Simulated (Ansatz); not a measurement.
# The perfect Mo wire along [100], 9 atoms a period, part 2 of 2

Aim: is the Mo wire along [100], 9 atoms a period a metal or a semiconductor?

Ansatz 0.2.0; DFT PBE, plane waves, PAW; relaxation of a wire's period; PAW set soft_1 (the session's first sound run).

So far: Starting point; Relaxation of atoms and period.

### 2. Relaxation of atoms and period (continued)

Relaxation path:

```
step  energy less that of the first step (eV)  largest force component (eV/Å)  pressure (GPa)  volume (Å³)
   1                                   0.0000                          2.7391           -5.95       543.94
   2                                  -1.8605                          0.9095           -1.12       530.53
   3                                  -1.9993                          0.2730            0.20       527.48
   4                                  -2.0113                          0.1305            0.03       521.46
   5                                  -2.0419                          0.0921           -0.02       525.66
   6                                  -2.0500                          0.0044            0.01       527.05
  7*                                  -2.0488                          0.0043            0.01       527.05
```

Relaxation steps marked * repeat the geometry before them on a plane-wave basis chosen anew for their cell, so energy and pressure can jump there.

The run keeps the 16 symmetry operations that it works with, so distortions that break them were not tested.

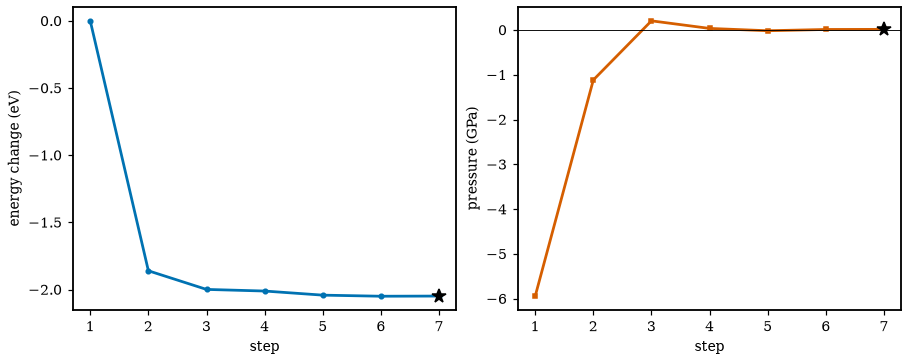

Energy and pressure along the relaxation. Stars mark steps on a basis chosen anew.

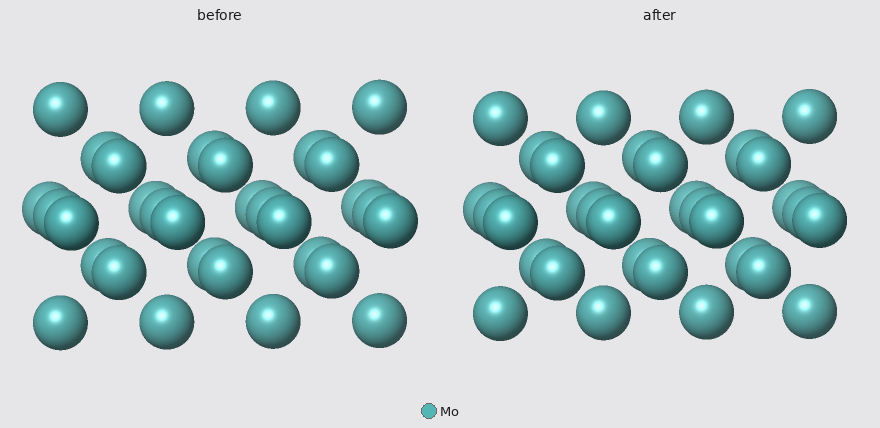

Before and after, at one scale.

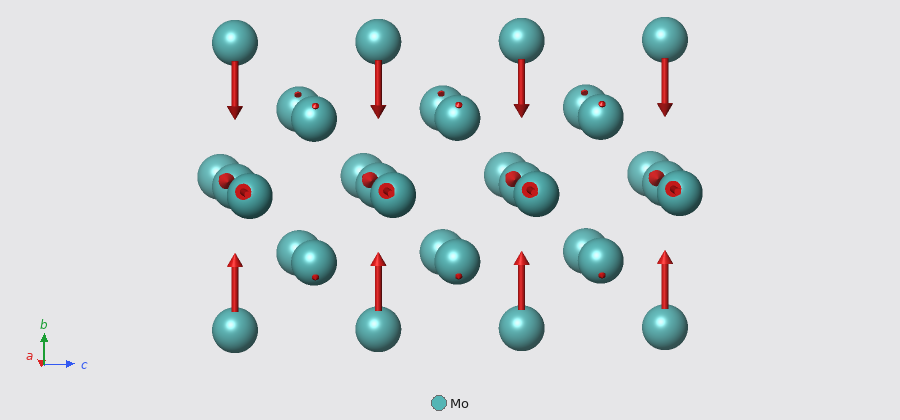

Displacements in the relaxation, exaggerated, measured against the changing cell; the longest in the cell stands for 0.27 Å. 1×1×3 cells are drawn. Some periodic images of atoms are drawn too.

```
cell as run  before  after  change
      c (Å)   3.160  3.062  -3.1 %
```

The atoms that moved most (Å, along periodic axes as changes of fractional coordinates times the final cell, across vacuum about the mean position):

```
atom      dx      dy     dz  length
 Mo1   0.272   0.000  0.000   0.272
 Mo2   0.000   0.272  0.000   0.272
 Mo4   0.000  -0.272  0.000   0.272
 Mo5  -0.272   0.000  0.000   0.272
 Mo7  -0.015   0.015  0.000   0.021
 Mo6  -0.015  -0.015  0.000   0.021
 Mo8   0.015  -0.015  0.000   0.021
 Mo9   0.015   0.015  0.000   0.021
```

The relaxed structure:

```cif
data_structure
_symmetry_space_group_name_H-M 'P 1'
_symmetry_Int_Tables_number 1
_cell_length_a 13.1200
_cell_length_b 13.1200
_cell_length_c 3.0619
_cell_angle_alpha 90.000
_cell_angle_beta 90.000
_cell_angle_gamma 90.000
_cell_volume 527.05
loop_
_atom_site_label
_atom_site_type_symbol
_atom_site_fract_x
_atom_site_fract_y
_atom_site_fract_z
_atom_site_occupancy
Mo1 Mo 0.27990 0.50000 0.00000 1
Mo2 Mo 0.50000 0.27990 0.00000 1
Mo3 Mo 0.50000 0.50000 0.00000 1
Mo4 Mo 0.50000 0.72010 0.00000 1
Mo5 Mo 0.72010 0.50000 0.00000 1
Mo6 Mo 0.37845 0.37845 0.50000 1
Mo7 Mo 0.37845 0.62155 0.50000 1
Mo8 Mo 0.62155 0.37845 0.50000 1
Mo9 Mo 0.62155 0.62155 0.50000 1
```

This step gave:

```
energy at zero smearing    : -44590.8079 eV
cell length along the wire : 3.062 Å
```

The cell's length comes to 3.062 Å with spin left out.

### 3. The wire at its relaxed period

This step: DFT PBE, plane waves, PAW; bands of a perfect wire; PAW set soft_1 (Ansatz 0.2.0).

At the relaxed period the bands are computed along the axis; those that cross an energy going forward count the channels that a perfect wire would open there.

The input, input.yaml:

```yaml
crystal:
  lattice:
    - [13.12, 0.0, 0.0]
    - [0.0, 13.12, 0.0]
    - [0.0, 0.0, 3.0618581026]
  atoms:
    - { symbol: Mo, position: [0.279900594, 0.5, 0.0] }
    - { symbol: Mo, position: [0.5, 0.279900594, 0.0] }
    - { symbol: Mo, position: [0.5, 0.5, 0.0] }
    - { symbol: Mo, position: [0.5, 0.720099406, 0.0] }
    - { symbol: Mo, position: [0.720099406, 0.5, 0.0] }
    - { symbol: Mo, position: [0.378452133, 0.378452133, 0.5] }
    - { symbol: Mo, position: [0.378452133, 0.621547867, 0.5] }
    - { symbol: Mo, position: [0.621547867, 0.378452133, 0.5] }
    - { symbol: Mo, position: [0.621547867, 0.621547867, 0.5] }
kpoints:
  mp_grid: { grid: [1, 1, 27] }
  band_path: { path: ["Γ", Z], npoints: 90 }
scf:
  occupations: { method: fermi_dirac, width: 0.05 }
hamiltonian:
  xc: pbe
  pseudopotentials: { kind: paw, azcp: { folder: soft_1 } }
output:
  dos: { e_range: [-5, 4] }
  write_potential: true
  write_density: true
  volumetric_format: npy
```

The run is started by

```bash
$ ansatz run input.yaml --threads 4 --pin off --max-ram 16384MiB --backend cpu --events-out ev --progress --plain --runs-dir out
```

Numbers of over 12 decimals in the logs are rounded to 6 here.

Output:

```text
[...]
Crystal: 9 atoms, lattice volume = 527.051 Å³
Basis set: ecut = 420 eV, 10267 PW (Γ)
Bands: 76, of which v1, the nominal top of the filled ones, is band 63 counted from 1 (62 counted from 0)
Symmetry: 16 space group operations
[...]
k-points: 14 of 27
[...]
SCF iter   1: F=—  HF=-44599.794728 eV  |F-HF|=—  |Δ(HF+E_count)|=         —  Δρ=5.16e-2  dr2=4.76e1  ethr=3.10e-3  ⟨swp⟩=9.4  Hψ=5151  notcnv=0  defer=1
[...]
SCF iter  10: F=-44590.848901 eV  HF=-44590.848901 eV  |F-HF|=5.38e-9  |Δ(HF+E_count)|=   2.42e-7  Δρ=2.44e-6  dr2=4.38e-8  ethr=7.94e-11  ⟨swp⟩=8.7  Hψ=4443  notcnv=0
SCF 1 converged in 10 iterations: F = -44590.848901 eV  dr2 = 4.38e-8
[...]
NSCF: frozen V_eff on 91 k-points
WARN: The output density's exchange-correlation potential varies sharply where the density is thin. Do not read a vacuum level from v_tot or v_xc, or from such a field of the output density. On a cell that repeats whose density bears no net charge and no dipole along the vacuum's axis use v_es (v_loc + v_h of the components); under efield.dipole_correction with no amplitude use v_es + v_field, which holds any externa [...]
SCF converged after 10 iterations
Free energy (F): -44590.848901 eV
[...]
Internal energy: -44590.750241 eV  (E = F + TS)
E sigma→0 (E₀):  -44590.799571 eV
Entropy (-TS):   -0.098660 eV (-10.962 meV/atom)
Fermi energy:    2.770126 eV
[...]
--- Band table (eV; the first three rows and the last of 14) ---
  k-point 0: bands = [... 59 lower, 1.6634, 1.9654, 2.7152, 2.8408, 2.8408, 2.9079, 3.2017, 3.2817, ... 9 higher]
  k-point 1: bands = [... 59 lower, 1.7702, 1.9864, 2.5825, 2.8027, 2.8027, 2.9118, 2.9762, 3.2859, ... 9 higher]
  k-point 2: bands = [... 59 lower, 1.9451, 2.0244, 2.3115, 2.6770, 2.7181, 2.7181, 2.9300, 3.3207, ... 9 higher]
  k-point 13: bands = [... 59 lower, 2.4322, 2.5301, 3.2390, 3.2390, 3.6045, 3.6045, 3.6537, 3.8430, ... 9 higher]
```

Elapsed: 49 s, on 4 threads of Arm Neoverse V1, shared host; peak memory 2.1 GiB.

Numbers from this step:

* energy at zero smearing: -44590.7996 eV
* band gap: 0 eV

The electronic bands at the labelled points (eV, zero at the Fermi level):

```
point  band 60  band 61  band 62  band 63  band 64  band 65  band 66  band 67
    Γ    -1.11    -0.80    -0.05     0.07     0.07     0.14     0.43     0.51
    Z    -0.32    -0.23     0.49     0.49     0.83     0.83     0.91     1.08
```

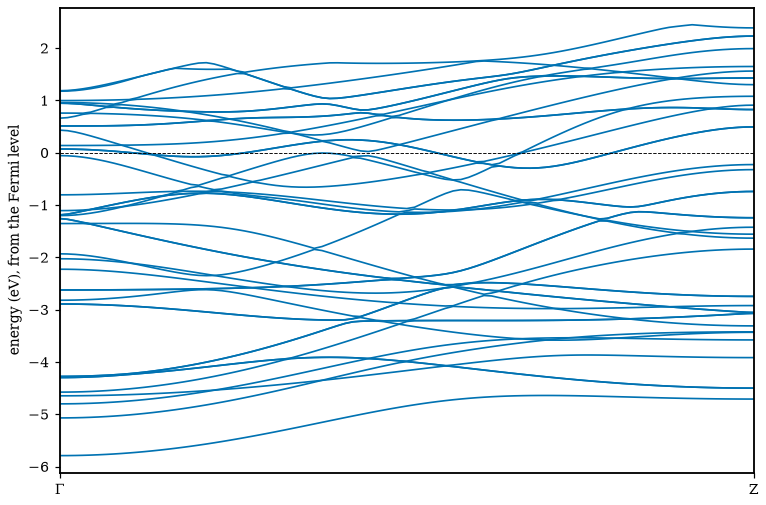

Electronic bands along the path.

Between Γ and Z the bands cross the Fermi level 11 times, so a perfect wire would conduct at least 11 G₀, with spin left out.

### 4. What came out

```yaml
cell_length_pbe: 3.062 Å
ballistic_conductance_by_band_crossings_a_lower_bound_pbe: 11 G₀
```

What this shows: Under PBE the cell's length is 3.06 Å, and the bands cross the Fermi level 11 times between Γ and Z, which gives a perfect wire at least 11 G₀ (opposite crossings within one step of the path cancel in such a count). No spin was allowed, though thin wires with open d shells can turn magnetic.

[Logs are printed without paths, hosts, clocks, repeated set-up lines and the standing remarks that a program may print on its own settings, such as how far it seeks lower states.]

[Hosts, paths, dates, database ids (printed as entryN), source tags and the programs' standing remarks are cut or masked in the printed files.]
